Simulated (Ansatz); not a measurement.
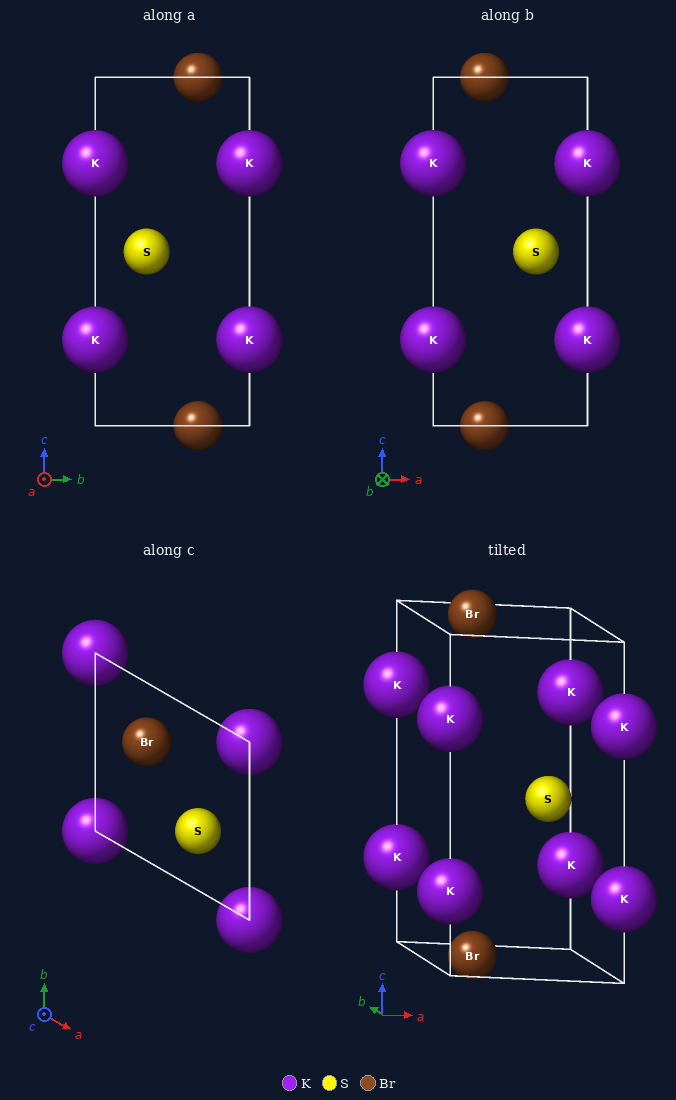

Shown here is a spheres-only view of the crystal, taken along the a axis, along the b axis, along the c axis and slightly off an axis. The wireframe shows the conventional unit cell.

Lattice parameters: a = 4.361 Å, b = 4.361 Å, c = 8.530 Å, α = 90.00°, β = 90.00°, γ = 120.00°.

Question: Write down what is shown as a table of Wyckoff sites, with free fractional coordinates to two decimals.

Answer: Space group P-6m2 (No. 187).
| atom | site | x | y | z |
| --- | --- | --- | --- | --- |
| K | 2g | 0.00 | 0.00 | 0.75 |
| S | 1f | 0.6667 | 0.3333 | 0.50 |
| Br | 1c | 0.3333 | 0.6667 | 0.00 |

Provenance: a structure type filled with these elements by a generator (whether the compound takes this form wasn't checked). The structure drawn was relaxed with DFT PBE, scalar-relativistic, plane waves, PAW in Ansatz 0.2.0.
